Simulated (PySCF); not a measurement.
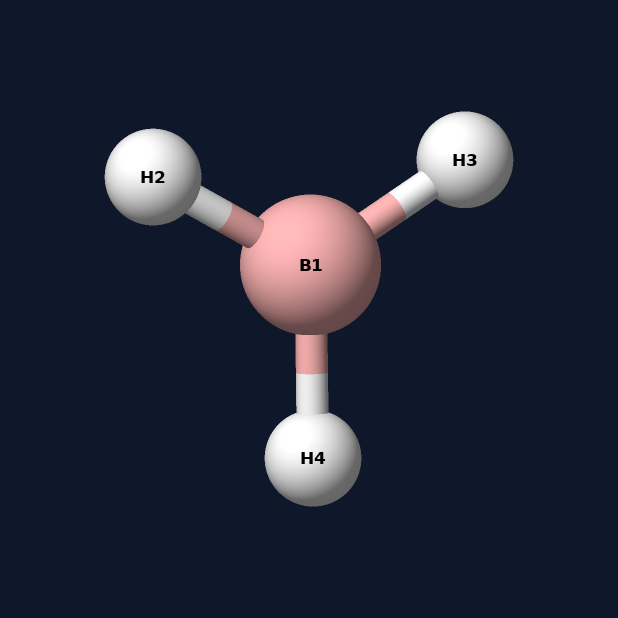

The computed structure is the end point of a PBE0-D3(BJ)/def2-SVP optimisation. No frequency run is at hand to confirm it as a minimum. Level of theory: B3LYP/pcJ-1 indirect spin-spin coupling, non-relativistic, gas phase (PySCF 2.14.0). Isotopes: 11B, 1H.

Give the spin–spin coupling constants of these pairs, with the number of bonds between them: B1/H3, B1/H4, B1/H2, H2/H4, H2/H3, H3/H4.

```tsv
pair	bonds apart	J (Hz)
B1, H3	1	142.2
B1, H4	1	142.2
B1, H2	1	142.1
H2, H4	2	3.4
H2, H3	2	3.4
H3, H4	2	3.5
```
